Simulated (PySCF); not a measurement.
**C2H6O, SMILES `CCO`: what the electrons do**

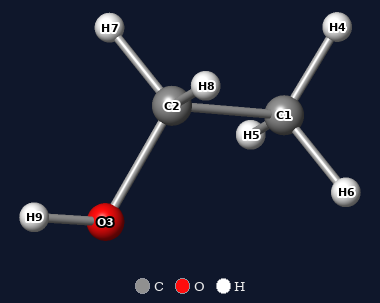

The molecule, with its atoms numbered as below. No frequency check shows the geometry to be a minimum.

Cartesian coordinates (Å):

```
C1       1.2271   -0.2196   -0.0002
C2      -0.0890    0.5421   -0.0001
O3      -1.1470   -0.3940   -0.0002
H4       2.0611    0.4764    0.0010
H5       1.2860   -0.8510   -0.8813
H6       1.2846   -0.8526    0.8817
H7      -0.1481    1.1856   -0.8900
H8      -0.1494    1.1840    0.8918
H9      -1.9870    0.0750   -0.0002
```

## 1. Bonding charge

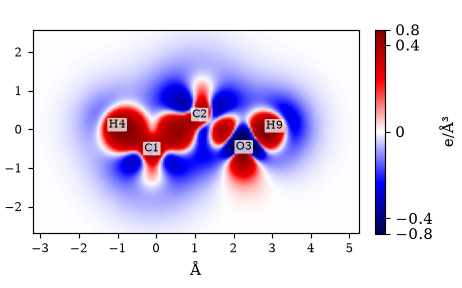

Deformation density (molecule less spherical, spin-averaged free atoms) in the plane of C1, C2, O3, H4 and H9; colour scale in e/Å³, logarithmic beyond ±0.1; red: gain, blue: loss.

Method: TPSSh/def2-TZVP; geometry: GFN2-xTB; program: PySCF.

How much density has each bond in this plane gained at its critical point, relative to the free atoms?

Answer. O3–H9: +0.84 e/Å³ at the bond critical point (bond length 0.96 Å, Mayer order 0.9). C1–H4: +0.70 e/Å³ at the bond critical point (bond length 1.09 Å, Mayer order 1.0). C1–C2: +0.51 e/Å³ at the bond critical point (bond length 1.52 Å, Mayer order 1.0). C2–O3: +0.12 e/Å³ at the bond critical point (bond length 1.41 Å, Mayer order 1.0). In all, 1.9 electrons gather in the regions of gain relative to the promolecule. A small or negative value marks a very polar bond, one between electron-rich atoms, whose free-atom densities already overlap strongly, a long bond to a heavier atom, or a closed-shell contact such as a hydrogen bond.

Where do the Hirshfeld charges lie?

Answer. The highest Hirshfeld charge is on H9 (+0.16 e), the lowest on O3 (−0.23 e).

## 2. Bond critical points

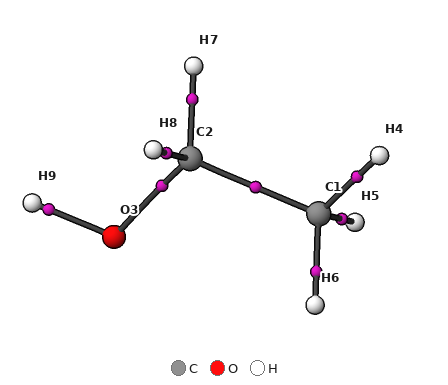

Molecular graph of the electron density (QTAIM): bond paths, bond critical points (magenta), ring points (cyan, if any); weak paths are dashed.

How many critical points of each kind are there, and does the count close?

Answer. 9 nuclei, 8 bond, 0 ring and 0 cage critical points: 9 − 8 + 0 − 0 = 1, as the Poincaré–Hopf relation requires.

Tabulate density, Laplacian, ellipticity and energy density at the bond critical points (atomic units).

Answer.
```tsv
bond	length (Å)	ρ (a.u.)	∇²ρ (a.u.)	ε	H (a.u.)
O3–H9	0.962	0.365	−2.43	0.02	−0.680
C1–H5 (2 alike)	1.086	0.283	−0.98	0.00	−0.288
C2–H7 (2 alike)	1.100	0.282	−0.99	0.04	−0.284
C1–H4	1.086	0.281	−0.97	0.00	−0.286
C2–O3	1.413	0.262	−0.59	0.03	−0.360
C1–C2	1.521	0.254	−0.66	0.04	−0.224
```

What kind of interaction is C1–H4?

Answer. Shared-shell (covalent): ρ = 0.281, ∇²ρ = −0.97, H = −0.286 a.u.

## 3. Local ionisation energy

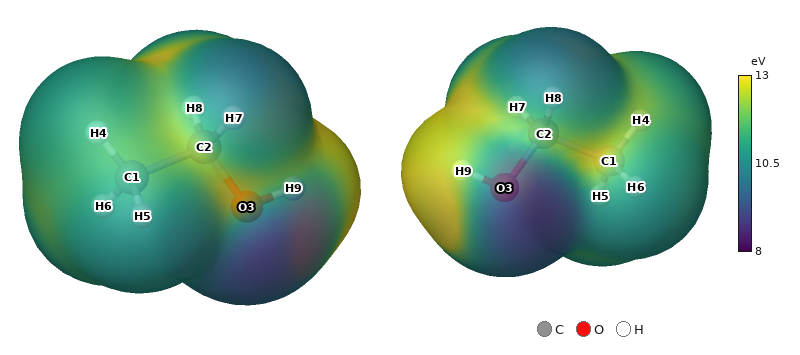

Average local ionisation energy on the surface of electron density 0.001 a.u. (back view left, front view right).

Locate the minima of the map.

Answer. The lowest value is 8.5 eV, 1.9 Å from O3, and at like points elsewhere. Further minima include 9.9 eV, 1.4 Å from H8, and at like points elsewhere; 10.5 eV, 1.4 Å from H6, and at like points elsewhere. For comparison, the highest occupied orbital lies at −6.9 eV.

What volume does the surface enclose, and what is the dipole moment?

Answer. About 75 Å³; the dipole moment is 1.5 D.

## 4. Excited states

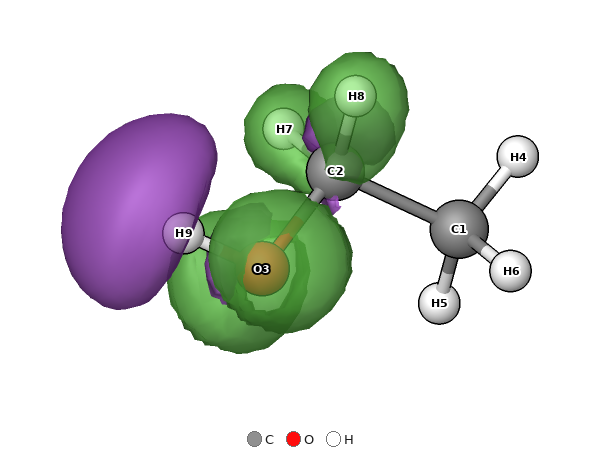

Unrelaxed difference density of S₁ less the ground state (full linear response singlet states), ±0.04 e/Å³; purple: gain, green: loss.

PySCF calculation, PBE0/def2-SVP, gas phase; geometry: GFN2-xTB. Without diffuse functions Rydberg states are missing, so the states' numbers hold for this basis only.

How does the charge move on excitation?

Answer. 0.80 e is displaced in all, of which about 0.5 e passes between atoms: O3 (0.49 e) loses electrons and H9 (0.40 e) gains them. The state: 7.51 eV (165 nm), f = 0.002, n → σ*; the leading pair carries 100 %; hole on O3 (67 %), C2 (12 %) and H7 and H8 (7 % each), electron on H9 (44 %), O3 (18 %) and C2 (12 %); their centroids lie 0.8 Å apart.

## 5. Localised orbitals

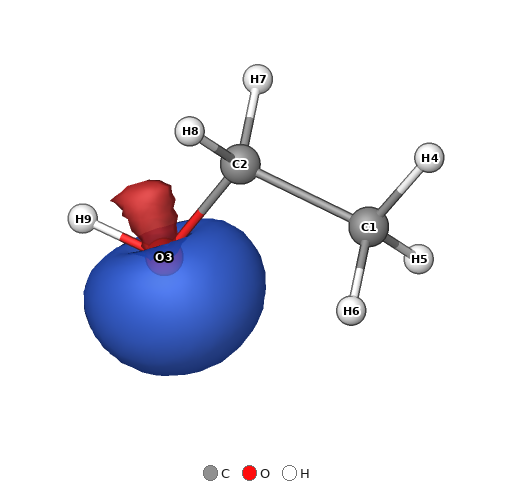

Pipek–Mezey orbitals, occupied; each surface holds about 85 % of the orbital's density. Energies are diagonal elements of the Fock matrix.

Method: PBE0/def2-SVP; geometry: GFN2-xTB; program: PySCF.

What does this orbital represent?

Answer. Lone pair on O3 (sp1.1-type) (O3 99 %; −13.7 eV).

## 6. Stretching a bond

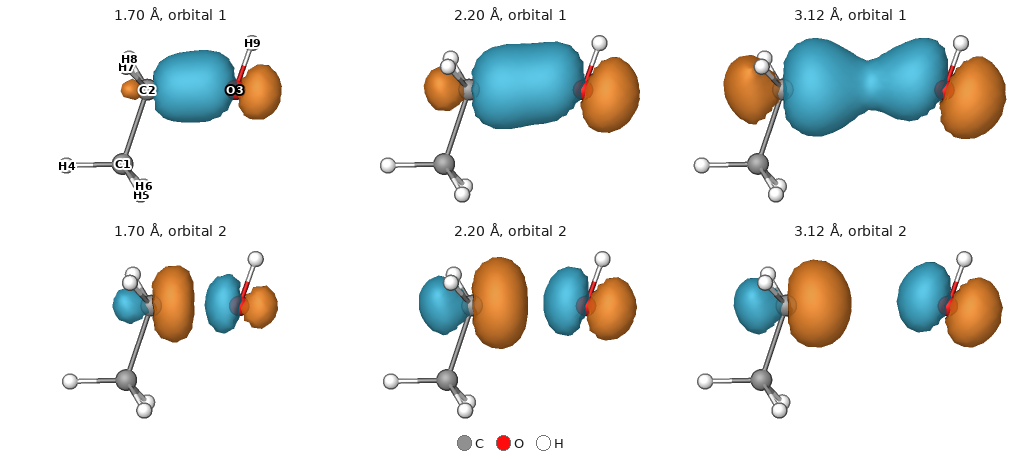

Rigid stretch of the C2–O3 bond. The two CASSCF(2,2) natural orbitals nearest half filling (orbital 1 the more occupied).

Computed with PySCF, 6-311G** basis, geometry: GFN2-xTB.

How do the occupations change along the stretch?

Answer. 1.70 Å: 1.94 and 0.06; 2.20 Å: 1.75 and 0.25; 3.12 Å: 1.23 and 0.77. At the longest distance computed (3.98 Å) they are 1.06 and 0.94, and the effective number of unpaired electrons is 2.0.

Where does the UHF solution part from RHF?

Answer. Between 1.70 Å (⟨S²⟩ = 0, the two coincide) and 1.92 Å (⟨S²⟩ = 0.29); at 3.98 Å ⟨S²⟩ is 1.01 and UHF lies 5.8 eV below RHF.

How much energy does the stretch cost?

Answer. By CASSCF, 3.7 eV from the lowest point of the scan (1.42 Å) to 3.98 Å; RHF gives 8.7 eV from its own lowest point. The fragments aren't relaxed and dynamic correlation is missing, so this isn't a bond dissociation energy.

The PySCF runs shown took 13 s, 120 s, 6.5 s and 110 s on 1 thread of Intel(R) Xeon(R) Platinum 8488C (Sapphire Rapids), on a shared host.
